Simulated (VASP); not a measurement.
Band structure of C (graphite). All values below come from PBEsol GGA, VASP's PBE PAW potentials (set 64) (plane waves; VASP).

Without a dispersion term in the relaxation, distances and binding between the weakly bound layers, chains or molecules are unreliable, and so is what depends on them.

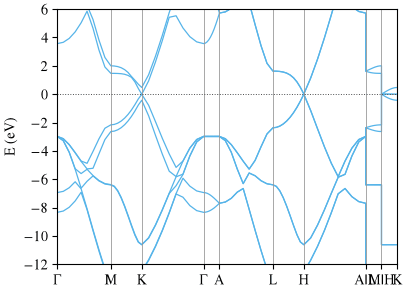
Fig. 1. Bands along high-symmetry lines, zero at the valence-band maximum or, without a gap, the Fermi level

Read the plot: is there a gap, and where are the band edges?

It has no gap at this level: it comes out as a metal or semimetal. (Edges off the drawn lines would not show.)

The compound is C in the graphite structure. It was relaxed first, which changed the volume by +7 %.
